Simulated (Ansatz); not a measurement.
Si (diamond structure), cut as [100] wire, round, centred on atom, 1.09 nm across, F-ended

All values below come from PBE (plane waves to 420 eV, PAW; Ansatz, a program for electronic structure).

k-points: Γ-centred 1×1×5 mesh; occupations: Fermi-Dirac, 0.020 eV; spin polarisation not allowed. Scalar-relativistic, no spin-orbit coupling.

 The relaxation kept the symmetry of its start, so a lower minimum of less symmetry isn't excluded. The period along the axis is held at the bulk value.

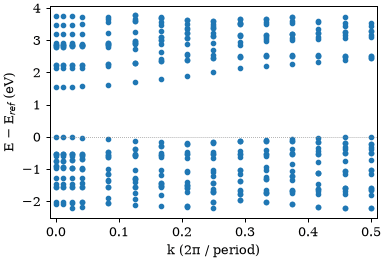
Fig. 1. Levels along the axis at 15 k-points, drawn as points, zero at the top of the valence band

Electronic character: not metallic; Kohn-Sham band gap: 1.55 eV. Only levels within the plotted window are shown.
